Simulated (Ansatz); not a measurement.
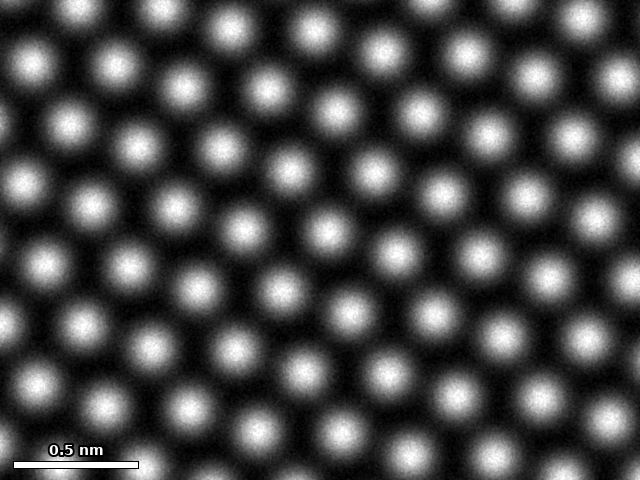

iDPC-like image of Lu (P6_3/mmc, No. 194). Simulated as the projected potential of neutral atoms (B = 0.8 Å²) blurred by a 1.30 Å probe, the thin-sample limit of integrated differential phase contrast. Shot noise was added. Structure used: the end point of a relaxation at fixed volume with Ansatz, DFT r2SCAN, scalar-relativistic, plane waves, PAW.

```
CELL_PARAMETERS angstrom
3.50289 0.00000 0.00000
-1.75144 3.03359 0.00000
0.00000 0.00000 5.45196
ATOMIC_POSITIONS crystal
Lu 0.33333 0.66667 0.75000
Lu 0.66667 0.33333 0.25000
```

Q: Along which zone axis is the crystal seen: [100], [211], [311] or [102]? (Directions equivalent by symmetry count as one.)

A: [100]. The projected cells are 3.03 × 5.45 Å, 90° for [100]; 2.68 × 2.68 Å, 98° for [211]; 2.03 × 2.66 Å, 94° for [311]; 1.67 × 3.03 Å, 90° for [102], and the image repeats as the [100] one does.
